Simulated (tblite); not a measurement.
## Run report: C$_{2}$H$_{8}$Ge$_{2}$OSi, geometry relaxation (part 4 of 4)

Continued. System: C$_{2}$H$_{8}$Ge$_{2}$OSi, SMILES C#C[SiH2][O][GeH2][GeH3]. Method: GFN2-xTB geometry optimisation, gas phase (tblite 0.8.0). 

Geometry of the input (Å):
```
C  4.0341  -0.7858  -1.0986
C  3.0485  -0.1509  -0.7627
Si 1.6106  0.8014  -0.2315
O  0.1979  -0.1854  -0.2145
Ge -1.2196  0.8698  -0.0934
Ge -3.0602  -0.2087  1.0210
H  4.8798  -1.3489  -1.4040
H  1.3737  1.8573  -1.2112
H  1.7893  1.3479  1.0975
H  -1.6406  1.2459  -1.5627
H  -0.7785  2.1473  0.6874
H  -2.6567  -0.4159  2.5037
H  -3.3103  -1.6082  0.4031
H  -4.2686  0.7139  0.8435
```

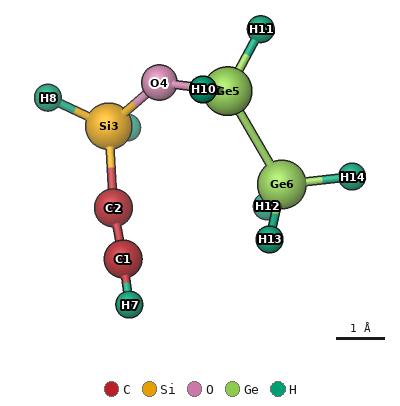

Figure 1. The geometry at step 146 of the log (ball-and-stick view, seen at a tilt; atoms are numbered from 1 in the order of the input).

Trajectory as extended XYZ, continued
```
14
Properties=species:S:1:pos:R:3:forces:R:3 step=126 energy=-490.07532
C     1.7262   -1.3942   -0.6627    0.0060   0.0420   0.0410
C     1.8147   -0.2454   -0.3132    0.0450  -0.1150  -0.0260
Si    1.7572    1.5355    0.2119   -0.0460  -0.0050   0.0090
O     0.2229    2.0488    0.0271    0.0290   0.0160   0.0070
Ge   -1.2794    1.3318   -0.5259   -0.0550  -0.0510   0.0100
Ge   -1.7108   -0.6959    0.6489    0.0310   0.0650   0.0240
H     1.6956   -2.4041   -0.9632    0.0040   0.0220  -0.0050
H     2.5686    2.3683   -0.6718    0.0310  -0.0020  -0.0280
H     2.0721    1.6264    1.6391   -0.0270   0.0110   0.0070
H    -1.1119    1.1900   -2.0285   -0.0030   0.0340  -0.0240
H    -2.2336    2.4789   -0.2716   -0.0150   0.0070  -0.0110
H    -0.9170   -0.8007    1.9141    0.0050  -0.0230   0.0370
H    -1.4536   -1.9699   -0.0934    0.0100   0.0040  -0.0650
H    -3.1516   -0.7900    1.0671   -0.0150  -0.0050   0.0240
14
Properties=species:S:1:pos:R:3:forces:R:3 step=129 energy=-490.07762
C     1.7471   -1.4039   -0.6528   -0.0290  -0.0410   0.0180
C     1.8332   -0.2512   -0.3199    0.0380   0.0110   0.0300
Si    1.7599    1.5300    0.2053    0.0380   0.0170  -0.0080
O     0.2331    2.0453   -0.0144   -0.0610   0.0070   0.0300
Ge   -1.2927    1.3362   -0.5207   -0.0150   0.0430  -0.0270
Ge   -1.7085   -0.6939    0.6515   -0.0100  -0.0120   0.0110
H     1.7062   -2.4166   -0.9403    0.0250  -0.0010  -0.0200
H     2.5780    2.3769   -0.6617    0.0220  -0.0330  -0.0060
H     2.0620    1.6189    1.6385   -0.0510   0.0000  -0.0320
H    -1.1564    1.2081   -2.0289   -0.0120   0.0110  -0.0130
H    -2.2383    2.4940   -0.2528    0.0240  -0.0390   0.0040
H    -0.9118   -0.8142    1.9150    0.0010  -0.0170   0.0180
H    -1.4601   -1.9638   -0.1107    0.0040   0.0610  -0.0230
H    -3.1524   -0.7863    1.0697    0.0250  -0.0070   0.0190
14
Properties=species:S:1:pos:R:3:forces:R:3 step=132 energy=-490.08138
C     1.7449   -1.4254   -0.6188   -0.0540   0.0490   0.0190
C     1.8353   -0.2652   -0.3127   -0.0030   0.0470   0.0260
Si    1.7442    1.5224    0.1977    0.0200  -0.0110  -0.0150
O     0.2282    2.0538   -0.0609    0.0080  -0.0130   0.0210
Ge   -1.3104    1.3483   -0.5310    0.0300   0.0480  -0.0600
Ge   -1.6692   -0.6891    0.6386   -0.0340  -0.0520  -0.0060
H     1.6894   -2.4393   -0.8938    0.0520  -0.0620  -0.0260
H     2.5912    2.3707   -0.6399    0.0040  -0.0440   0.0010
H     1.9955    1.5913    1.6408   -0.0200   0.0220  -0.0030
H    -1.2119    1.2701   -2.0456   -0.0210  -0.0270  -0.0030
H    -2.2548    2.4894   -0.2166   -0.0090   0.0170   0.0230
H    -0.8417   -0.8054    1.8835   -0.0060  -0.0270  -0.0120
H    -1.4386   -1.9463   -0.1503    0.0170   0.0560   0.0050
H    -3.1029   -0.7957    1.0869    0.0170  -0.0040   0.0290
14
Properties=species:S:1:pos:R:3:forces:R:3 step=135 energy=-490.08403
C     1.7655   -1.4379   -0.6054    0.0060   0.0510   0.0140
C     1.8518   -0.2714   -0.3209   -0.0320  -0.0320   0.0050
Si    1.7443    1.5156    0.1834   -0.0340  -0.0220   0.0350
O     0.2311    2.0481   -0.0926    0.0370  -0.0030  -0.0160
Ge   -1.3213    1.3609   -0.5358   -0.0130  -0.0350   0.0290
Ge   -1.6778   -0.6837    0.6359    0.0280   0.0440  -0.0320
H     1.7419   -2.4586   -0.8647    0.0180  -0.0090  -0.0160
H     2.6091    2.3659   -0.6296    0.0070  -0.0180  -0.0260
H     1.9614    1.5746    1.6321    0.0050   0.0310   0.0150
H    -1.2724    1.3020   -2.0512    0.0010  -0.0300  -0.0260
H    -2.2548    2.4960   -0.1789   -0.0180   0.0560   0.0220
H    -0.8293   -0.8116    1.8649   -0.0050  -0.0190  -0.0060
H    -1.4491   -1.9271   -0.1674    0.0070  -0.0060  -0.0190
H    -3.1010   -0.7932    1.1080   -0.0070  -0.0060   0.0210
14
Properties=species:S:1:pos:R:3:forces:R:3 step=138 energy=-490.08539
C     1.7707   -1.4392   -0.6002    0.0290  -0.0610  -0.0380
C     1.8565   -0.2708   -0.3262   -0.0310   0.0090   0.0520
Si    1.7470    1.5143    0.1831   -0.0030   0.0010   0.0020
O     0.2366    2.0456   -0.1044   -0.0240   0.0030  -0.0160
Ge   -1.3255    1.3627   -0.5302    0.0040   0.0370   0.0120
Ge   -1.6813   -0.6793    0.6406    0.0080  -0.0030  -0.0070
H     1.7612   -2.4601   -0.8651   -0.0010   0.0410   0.0080
H     2.6159    2.3588   -0.6350   -0.0100  -0.0270   0.0010
H     1.9611    1.5808    1.6326    0.0000   0.0230  -0.0040
H    -1.2871    1.2918   -2.0481   -0.0010  -0.0230   0.0050
H    -2.2553    2.5072   -0.1746    0.0210   0.0140   0.0100
H    -0.8418   -0.8288    1.8750    0.0010  -0.0060  -0.0290
H    -1.4522   -1.9126   -0.1805   -0.0010   0.0020   0.0020
H    -3.1066   -0.7907    1.1109    0.0070  -0.0090   0.0040
14
Properties=species:S:1:pos:R:3:forces:R:3 step=141 energy=-490.08743
C     1.7634   -1.4476   -0.5894    0.0160  -0.0530  -0.0270
C     1.8382   -0.2790   -0.3138   -0.0360   0.0350   0.0540
Si    1.7315    1.5091    0.1874   -0.0170   0.0010  -0.0320
O     0.2292    2.0596   -0.1118    0.0130  -0.0040  -0.0110
Ge   -1.3352    1.3777   -0.5257    0.0080   0.0320  -0.0640
Ge   -1.6591   -0.6713    0.6303   -0.0390  -0.0210   0.0500
H     1.7561   -2.4689   -0.8504    0.0060   0.0170  -0.0030
H     2.6129    2.3348   -0.6353   -0.0040  -0.0100   0.0040
H     1.9331    1.5791    1.6369    0.0120   0.0260   0.0230
H    -1.2986    1.2874   -2.0472   -0.0170   0.0130   0.0600
H    -2.2667    2.5195   -0.1650    0.0310   0.0100  -0.0100
H    -0.8036   -0.8299    1.8517    0.0100  -0.0060  -0.0240
H    -1.4251   -1.8860   -0.2128   -0.0090  -0.0280  -0.0070
H    -3.0768   -0.8049    1.1230    0.0270  -0.0130  -0.0140
14
Properties=species:S:1:pos:R:3:forces:R:3 step=144 energy=-490.08983
C     1.7792   -1.4614   -0.5781    0.0190   0.0400   0.0430
C     1.8479   -0.2946   -0.2910   -0.0540  -0.0140   0.0120
Si    1.7258    1.4993    0.1839   -0.0230   0.0020   0.0320
O     0.2343    2.0490   -0.1662    0.0190  -0.0050  -0.0110
Ge   -1.3538    1.3973   -0.5323    0.0110  -0.0360   0.0350
Ge   -1.6581   -0.6652    0.6163   -0.0150  -0.0150   0.0060
H     1.7753   -2.4852   -0.8235    0.0110  -0.0230  -0.0340
H     2.6265    2.3184   -0.6207    0.0140   0.0080  -0.0240
H     1.8955    1.5942    1.6390    0.0000   0.0090  -0.0200
H    -1.3642    1.3085   -2.0499   -0.0210   0.0380   0.0150
H    -2.2524    2.5480   -0.1196    0.0240   0.0060  -0.0380
H    -0.7711   -0.8316    1.8110    0.0330  -0.0030   0.0120
H    -1.4287   -1.8731   -0.2408   -0.0210  -0.0070  -0.0020
H    -3.0569   -0.8239    1.1496    0.0030   0.0000  -0.0270
14
Properties=species:S:1:pos:R:3:forces:R:3 step=146 energy=-490.09092
C     1.7855   -1.4654   -0.5676    0.0150  -0.0460   0.0110
C     1.8552   -0.2993   -0.2810   -0.0450   0.0590   0.0330
Si    1.7277    1.4968    0.1833    0.0030   0.0090   0.0200
O     0.2422    2.0381   -0.1991   -0.0080   0.0010   0.0010
Ge   -1.3578    1.3984   -0.5355    0.0080  -0.0130   0.0580
Ge   -1.6600   -0.6671    0.6128    0.0240  -0.0260  -0.0130
H     1.7809   -2.4886   -0.8169    0.0120  -0.0150  -0.0230
H     2.6342    2.3173   -0.6150    0.0080  -0.0060  -0.0120
H     1.8817    1.6028    1.6401   -0.0060   0.0040  -0.0300
H    -1.3949    1.3275   -2.0518   -0.0200   0.0200  -0.0050
H    -2.2385    2.5573   -0.1029    0.0230  -0.0090  -0.0330
H    -0.7641   -0.8320    1.8024    0.0290  -0.0070  -0.0040
H    -1.4409   -1.8765   -0.2483   -0.0130   0.0170   0.0140
H    -3.0518   -0.8297    1.1574   -0.0290   0.0110  -0.0190
14
Properties=species:S:1:pos:R:3:forces:R:3 step=149 energy=-490.09279
C     1.8110   -1.4845   -0.5390    0.0100  -0.0390  -0.0160
C     1.8476   -0.3143   -0.2623   -0.0190   0.0260   0.0290
Si    1.7132    1.4868    0.1809    0.0660  -0.0220  -0.0600
O     0.2459    2.0289   -0.2542   -0.0490   0.0380   0.0050
Ge   -1.3731    1.4138   -0.5268   -0.0310   0.0000  -0.0090
Ge   -1.6513   -0.6634    0.6028    0.0490   0.0060   0.0160
H     1.8274   -2.5074   -0.7916    0.0070   0.0080   0.0020
H     2.6349    2.2971   -0.6118    0.0090  -0.0140   0.0130
H     1.8343    1.6002    1.6368    0.0040   0.0190   0.0350
H    -1.4712    1.3628   -2.0418   -0.0050   0.0040  -0.0020
H    -2.2199    2.5873   -0.0706    0.0020  -0.0070   0.0050
H    -0.7216   -0.8351    1.7664    0.0080  -0.0180  -0.0170
H    -1.4503   -1.8519   -0.2865    0.0040  -0.0160   0.0000
H    -3.0274   -0.8408    1.1756   -0.0550   0.0150  -0.0030
14
Properties=species:S:1:pos:R:3:forces:R:3 step=152 energy=-490.09403
C     1.8304   -1.4910   -0.5370    0.0160  -0.0030   0.0070
C     1.8479   -0.3211   -0.2574   -0.0170   0.0020   0.0070
Si    1.7104    1.4816    0.1737    0.0050   0.0040   0.0060
O     0.2438    2.0272   -0.2663   -0.0090   0.0160  -0.0110
Ge   -1.3829    1.4214   -0.5232    0.0010  -0.0200   0.0050
Ge   -1.6518   -0.6597    0.6032   -0.0050   0.0120   0.0020
H     1.8644   -2.5140   -0.7836   -0.0020  -0.0220  -0.0100
H     2.6433    2.2849   -0.6096    0.0120   0.0060  -0.0190
H     1.8273    1.6047    1.6311   -0.0020   0.0100   0.0090
H    -1.5098    1.3718   -2.0365    0.0140   0.0100  -0.0010
H    -2.2164    2.5980   -0.0547   -0.0080   0.0020   0.0140
H    -0.7139   -0.8497    1.7556    0.0030  -0.0030   0.0090
H    -1.4604   -1.8451   -0.2914   -0.0010  -0.0230  -0.0180
H    -3.0328   -0.8294    1.1739   -0.0060   0.0080   0.0010
14
Properties=species:S:1:pos:R:3:forces:R:3 step=155 energy=-490.09434
C     1.8299   -1.4914   -0.5347    0.0130  -0.0380  -0.0170
C     1.8428   -0.3225   -0.2516   -0.0080   0.0390   0.0150
Si    1.7104    1.4821    0.1750    0.0010   0.0130  -0.0010
O     0.2437    2.0282   -0.2652   -0.0010   0.0050  -0.0070
Ge   -1.3829    1.4195   -0.5233    0.0100   0.0110   0.0040
Ge   -1.6507   -0.6621    0.6025   -0.0070  -0.0160   0.0020
H     1.8654   -2.5124   -0.7907   -0.0030  -0.0130   0.0050
H     2.6461    2.2802   -0.6125   -0.0040  -0.0050  -0.0110
H     1.8299    1.6134    1.6316   -0.0030   0.0050   0.0040
H    -1.5084    1.3759   -2.0366    0.0130   0.0020  -0.0070
H    -2.2159    2.5985   -0.0558   -0.0040  -0.0150   0.0170
H    -0.7133   -0.8511    1.7571   -0.0080  -0.0020  -0.0050
H    -1.4640   -1.8527   -0.2903   -0.0010   0.0080   0.0000
H    -3.0337   -0.8260    1.1724    0.0040   0.0070   0.0000
14
Properties=species:S:1:pos:R:3:forces:R:3 step=158 energy=-490.09467
C     1.8306   -1.4887   -0.5414    0.0070  -0.0030  -0.0030
C     1.8367   -0.3221   -0.2467   -0.0040   0.0000  -0.0040
Si    1.7114    1.4844    0.1771   -0.0150  -0.0030   0.0000
O     0.2413    2.0350   -0.2480    0.0110  -0.0050  -0.0020
Ge   -1.3793    1.4170   -0.5213   -0.0020   0.0160  -0.0090
Ge   -1.6546   -0.6637    0.6051    0.0080  -0.0060  -0.0090
H     1.8678   -2.5086   -0.8038   -0.0040   0.0070   0.0120
H     2.6454    2.2705   -0.6245   -0.0060   0.0020  -0.0080
H     1.8399    1.6222    1.6321    0.0040   0.0050   0.0040
H    -1.4858    1.3714   -2.0372    0.0050   0.0030   0.0080
H    -2.2256    2.5909   -0.0612    0.0090  -0.0210   0.0060
H    -0.7214   -0.8510    1.7633   -0.0080  -0.0070  -0.0050
H    -1.4677   -1.8558   -0.2857    0.0000   0.0080   0.0040
H    -3.0394   -0.8218    1.1702   -0.0060   0.0040   0.0050
14
Properties=species:S:1:pos:R:3:forces:R:3 step=161 energy=-490.09492
C     1.8409   -1.4901   -0.5408    0.0000   0.0260   0.0170
C     1.8394   -0.3235   -0.2452   -0.0010  -0.0290  -0.0120
Si    1.7107    1.4831    0.1748    0.0040   0.0050   0.0060
O     0.2437    2.0333   -0.2598    0.0010  -0.0020   0.0020
Ge   -1.3792    1.4185   -0.5228    0.0010  -0.0130   0.0040
Ge   -1.6571   -0.6630    0.6039   -0.0030   0.0160  -0.0090
H     1.8813   -2.5108   -0.7979   -0.0020  -0.0040   0.0020
H     2.6461    2.2673   -0.6275   -0.0050   0.0020   0.0000
H     1.8347    1.6230    1.6310    0.0020   0.0050  -0.0120
H    -1.4957    1.3814   -2.0374    0.0020   0.0010   0.0050
H    -2.2225    2.5862   -0.0475   -0.0020   0.0040   0.0070
H    -0.7253   -0.8571    1.7611    0.0020  -0.0020   0.0030
H    -1.4757   -1.8549   -0.2857   -0.0010  -0.0100  -0.0090
H    -3.0422   -0.8138    1.1717    0.0020   0.0020  -0.0020
14
Properties=species:S:1:pos:R:3:forces:R:3 step=164 energy=-490.09502
C     1.8513   -1.4939   -0.5344   -0.0090   0.0000   0.0050
C     1.8423   -0.3262   -0.2445    0.0070  -0.0040   0.0000
Si    1.7103    1.4812    0.1722    0.0010   0.0020  -0.0060
O     0.2464    2.0281   -0.2768   -0.0030   0.0000   0.0030
Ge   -1.3817    1.4203   -0.5230    0.0020   0.0020   0.0010
Ge   -1.6574   -0.6623    0.5997    0.0020  -0.0040   0.0020
H     1.8930   -2.5152   -0.7893    0.0020  -0.0010   0.0040
H     2.6487    2.2668   -0.6251   -0.0040   0.0010   0.0000
H     1.8248    1.6241    1.6285    0.0020   0.0040  -0.0060
H    -1.5164    1.3930   -2.0362    0.0050  -0.0010   0.0040
H    -2.2164    2.5882   -0.0319   -0.0010   0.0010   0.0060
H    -0.7229   -0.8605    1.7549    0.0000   0.0010  -0.0050
H    -1.4824   -1.8560   -0.2904   -0.0030   0.0010  -0.0030
H    -3.0402   -0.8080    1.1742   -0.0010  -0.0010  -0.0050
```

Key numbers

- outcome: converged
- total energy: −490.0950 eV
- hardware: 1 CPU thread, shared host
- wall time: 2.1 s
- peak memory: 0.18 GiB
